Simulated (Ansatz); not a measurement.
**FH$_{3}$NSi (doublet): density, localisation and related maps**

```xyz
6

N    -0.3619    0.2154   -0.7610
Si    0.2000   -0.5359    0.7068
F     1.8369   -0.7098    0.5928
H    -1.2260    0.7642   -0.7221
H    -0.2819   -0.2660   -1.6612
H    -0.1250    0.4683    1.7984
```

Computed with UKS PBE/def2-SVP in Ansatz 0.2.0.

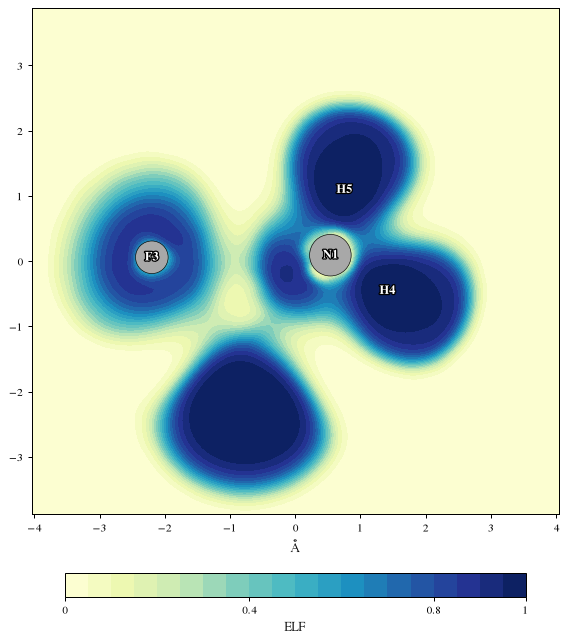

Figure 1. Electron localisation function on the plane of atoms H4, N1 and H5. Grey discs cover the atomic cores.

Q: Read the bonding off the picture.

A: The plane passes through N, F and H nuclei. N–H (1.02 Å): the ELF climbs to about 1 towards the hydrogen, as it does in any bond to H: an ordinary covalent bond to hydrogen. The ELF also peaks beside F3, away from the bonds: non-bonding electrons, paired or unpaired.

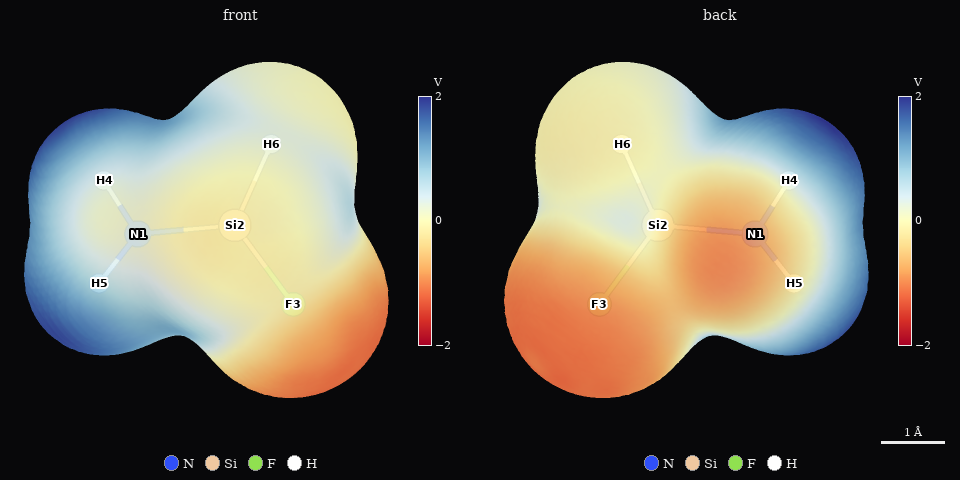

Figure 2. The electrostatic potential painted on the density surface at 0.002 e/bohr³, seen from the front and from behind; the colour scale runs from red (negative) to blue (positive).

Q: Where is the surface potential most negative and most positive?

A: The most negative region (about −1.2 V) lies over F3, the most positive (about +1.9 V) over H4.

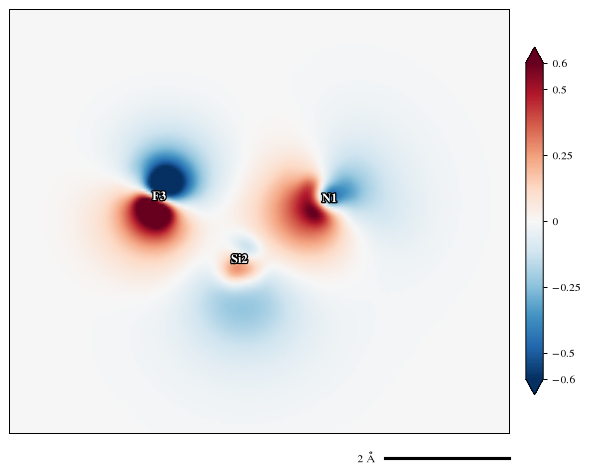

Figure 3. The HOMO−1 (β) on the plane of atoms N1, Si2 and F3 (values in Å⁻³ᐟ²; the overall sign is arbitrary).

Q: Describe this orbital and give its energy.

A: Its weight (Hirshfeld) is mainly on F3 (about 35 %), H6 (about 25 %), Si2 (about 25 %) and N1 (about 10 %). Its energy is −8.29 eV.
